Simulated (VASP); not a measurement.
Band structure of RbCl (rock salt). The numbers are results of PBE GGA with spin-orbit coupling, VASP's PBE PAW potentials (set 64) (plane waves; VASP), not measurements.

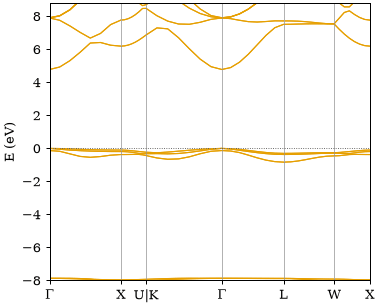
Fig. 1. Bands along high-symmetry lines, zero at the valence-band maximum or, without a gap, the Fermi level

Question: Read the plot: is there a gap, and where are the band edges?

Answer: The gap is direct, 4.78 eV, from the valence maximum at Γ to the conduction minimum at Γ.

Measured: gap 8.50 eV (computed value off by -3.72 eV), as given by Aguado et al., (1998), arXiv:cond-mat/9809176.

The compound is RbCl in the rock salt structure. It was relaxed first, which changed the volume by +6 %.
